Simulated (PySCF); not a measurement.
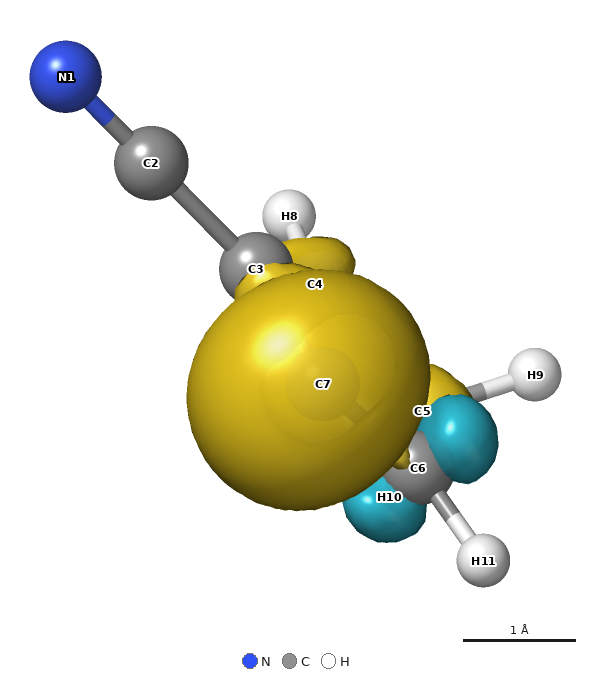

Figure. C6H4N (SMILES N#CC1=CCC=[C]1) (doublet). Isosurfaces of the spin density (α minus β) at +0.03 (yellow) and −0.03 e/Å³ (cyan), seen at an oblique angle.

Geometry: GFN2-xTB.

The calculation used PySCF, UKS B3LYP, pcH-1 on C H N, non-relativistic, mean-field spin-orbit, GIAO.

| atom | x (Å) | y (Å) | z (Å) |
| --- | --- | --- | --- |
| N | 3.5628 | 0.1742 | -0.1329 |
| C | 2.4165 | 0.1799 | -0.1011 |
| C | 1.0128 | 0.1905 | -0.0621 |
| C | 0.1918 | -0.8689 | 0.1290 |
| C | -1.2316 | -0.4152 | 0.0991 |
| C | -1.1133 | 1.0728 | -0.1392 |
| C | 0.1741 | 1.3603 | -0.2218 |
| H | 0.4908 | -1.8901 | 0.2803 |
| H | -1.7443 | -0.6251 | 1.0404 |
| H | -1.7949 | -0.9014 | -0.7005 |
| H | -1.9592 | 1.7257 | -0.2170 |

**Describe the spin distribution.**

The unpaired spin (1 electron) lies mostly on C7 (about 0.8), in electrons by Hirshfeld's partition.
